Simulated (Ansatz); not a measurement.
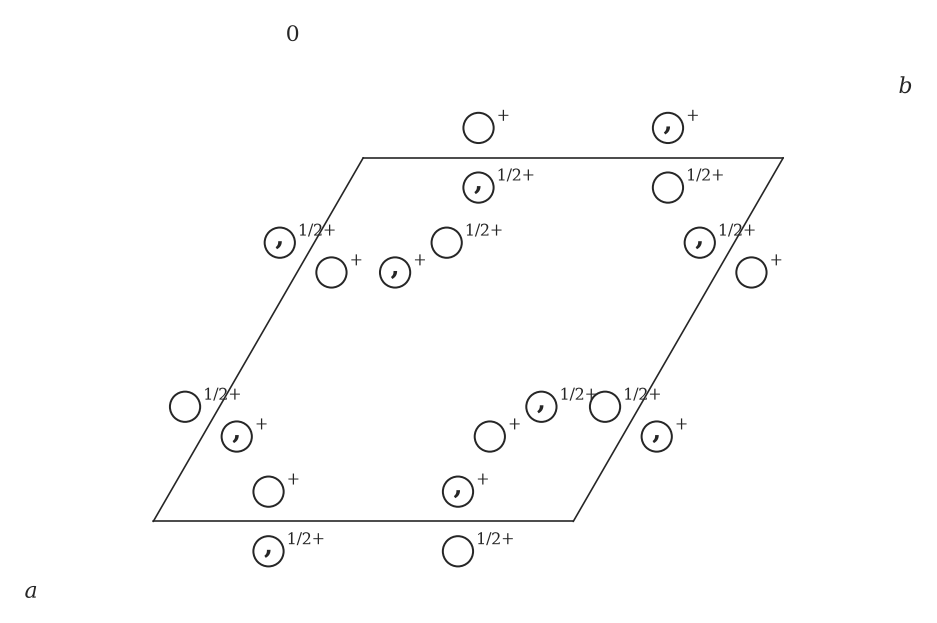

General positions of a space group, projected down c, computed from the operations of a computed or model structure of composition SiC.

A circle is a general position, a comma marks the mirror image, + and − with a fraction give the height (along the projection axis: ½+ is ½ plus the coordinate, − is its negative), and a split circle stands for two positions above each other.

Question: Which space group is it?

Answer: P6_3mc (No. 186); primitive hexagonal, point group 6mm, 12 general positions a cell.

Question: Write the general positions (in any order).

Answer: x, y, z
x−y, x, z+1/2
−y, x−y, z
−x, −y, z+1/2
−x+y, −x, z
y, −x+y, z+1/2
y, x, z+1/2
x, x−y, z
x−y, −y, z+1/2
−y, −x, z
−x, −x+y, z+1/2
−x+y, y, z
